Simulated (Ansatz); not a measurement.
The starting structures come from a database of crystals and need not be the phases stable at ambient conditions.

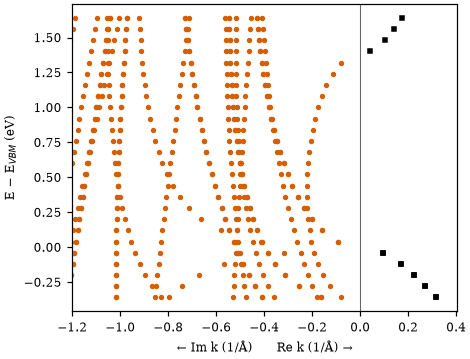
Figure: Complex bands at the centre of the two-dimensional zone; Ansatz (an electronic-structure program) with PBEsol

No gap correction and no spin-orbit coupling; mid-gap values are interpolated between computed energies.

Task: This is Cs$_{2}$SnBr$_{6}$ (Fm-3m, not sure to be the ambient phase, 9 atoms a cell, 36.8 Å³ an atom) along the normal of (001). Read off the slowest decay at the centre of the two-dimensional zone at 0.68 eV, the computed energy nearest the middle of the gap.

Result: κ ≈ 0.21 1/Å, a decay length 1/(2κ) of the density of 2.4 Å.
